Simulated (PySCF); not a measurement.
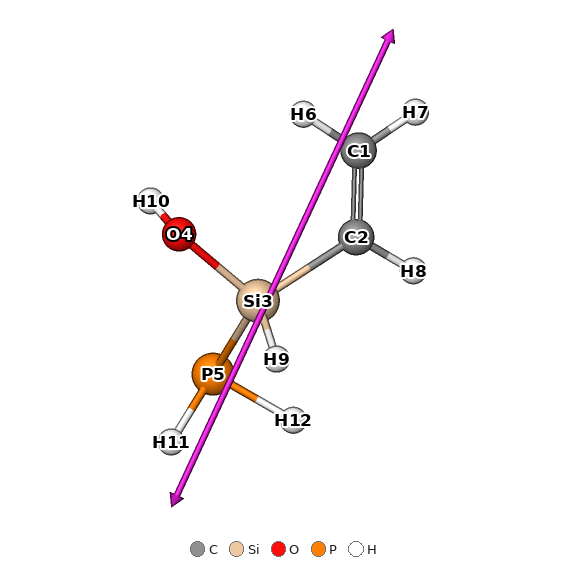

The double arrow shows the direction of the transition dipole to excited singlet state 5 (its length means nothing). Computed geometry: PBE0-D3(BJ)/def2-SVP optimisation. No frequency run is at hand to confirm it as a minimum. Level of theory: TDDFT PBE0/6-31G*, vertical, gas phase, core orbitals frozen in the response (PySCF 2.14.0).

**How is the transition polarised?**

Close to the long direction C1···P5.

**Give its energy, strength and character.**

7.24 eV (171 nm), oscillator strength 0.20, mainly HOMO−1 → LUMO (weight 0.55); transition dipole 2.67 D.
